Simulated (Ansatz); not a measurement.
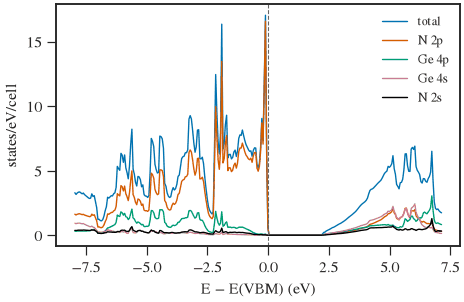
Total and projected density of states of Ge₃N₄ in space group Fd-3m (No. 227; Ge on 16c, Ge on 8b, N on 32e), the program Ansatz at the LDA level (PAW)

Q: Which orbitals carry the states next to the gap?

A: Top 1 eV of the valence band: N 2p 94 %. Bottom 1 eV of the conduction band: Ge 4s 32 %, Ge 4p 29 %, N 2p 20 %, N 2s 14 %, outside the projected shells 6 %. Projections are on Löwdin-orthogonalised atomic valence shells; empty p or d shells of many metals are not among them.

Symmetry was held in the LDA relaxation. Scalar-relativistic: spin–orbit coupling is off unless named, which matters more the heavier the elements.

Potentials: the later of the program's two PAW sets.
